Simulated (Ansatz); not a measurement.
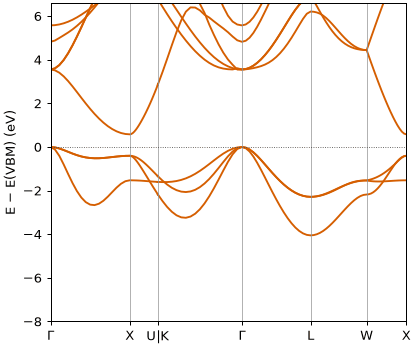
Figure: Band structure from r²SCAN in the plane-wave PAW code Ansatz

Read off the gap and where the band edges lie.

About 0.6 eV (0.58 eV by a search for the band edges); maximum at Γ, minimum at X.

The material is YN (rock salt, Fm-3m).

The cell was relaxed with r²SCAN under the symmetry of its start. The run is not spin-polarised. Spin–orbit coupling is left out wherever it is not named.

Potentials: the later of the program's two PAW sets.
